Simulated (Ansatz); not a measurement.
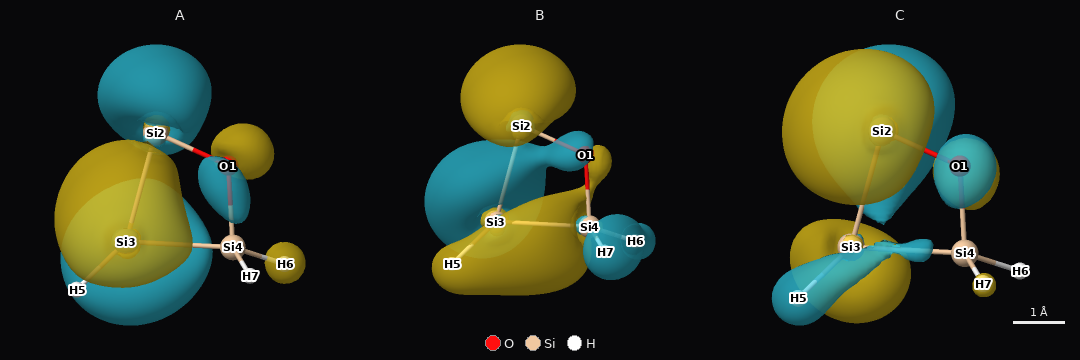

H3OSi3 (SMILES O1[Si]=[SiH][SiH2]1) (doublet). Three frontier orbitals at ±0.08 Å⁻³ᐟ² (yellow and cyan are the two phases), in no order.

Geometry: B3LYP-D3(BJ)/def2-SVP.

Computed with isolated molecule in a Gaussian basis; Kohn-Sham density functional theory, functional PBE0 in Ansatz 0.2.0.

Input file:

```
crystal:
  periodic: [false, false, false]
  atoms:
    - symbol: O
      position_ang: [-1.229924, -0.759405, -0.147895]
    - symbol: Si
      position_ang: [-1.174032, -2.329732, 0.464739]
    - symbol: Si
      position_ang: [-1.002204, -2.931722, -1.911311]
    - symbol: Si
      position_ang: [-0.939687, -0.582388, -1.838114]
    - symbol: H
      position_ang: [-0.071990, -3.747006, -2.764691]
    - symbol: H
      position_ang: [-2.040499, 0.222425, -2.443643]
    - symbol: H
      position_ang: [0.337386, 0.162491, -2.046002]
basis:
  gaussian:
    orbitals: def2-TZVPD
output: {forces: true, orbitals: {seedname: orbitals}}
magnetization:
  spin_polarized: true
  initial_magnetization: 1
hamiltonian:
  xc: pbe0
```

Command:

```sh
ansatz run input.yaml --threads 2 --pin off --max-ram 4350MiB --events-out events.jsonl --progress --plain --runs-dir runs
```

Which picture is the HOMO−1, the HOMO and the LUMO? All are α orbitals.

Answer. B is the HOMO−1 (α) (−6.54 eV). By Hirshfeld shares it lies mainly on Si3 (about 45 %), Si2 (about 30 %) and Si4 (about 15 %). A is the HOMO (α) (−6.14 eV). Its weight (Hirshfeld) is mainly on Si3 (about 55 %), Si2 (about 30 %) and O1 (about 5 %). C is the LUMO (α) (−2.35 eV). Its weight (Hirshfeld) is mainly on Si2 (about 70 %), Si3 (about 20 %) and O1 (about 10 %).

What is the gap between the highest occupied and lowest empty α orbitals?

Answer. 3.79 eV between the orbital energies.
